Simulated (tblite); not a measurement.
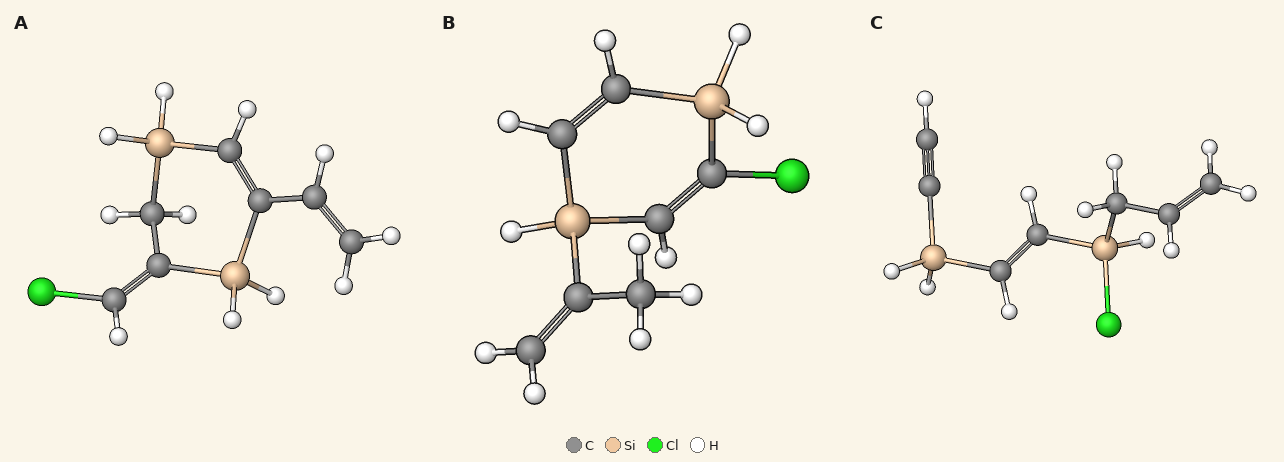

Source: calculation with tblite.

**Which panel belongs to which SMILES?**
(1) C=C(C)[Si@H]1C=C[SiH2]C(Cl)=C1
(2) C=CC1=C[SiH2]C/C(=C\Cl)[SiH2]1
(3) C#C[SiH2]/C=C/[Si@H](Cl)CC=C

A is (2), B is (1), C is (3).
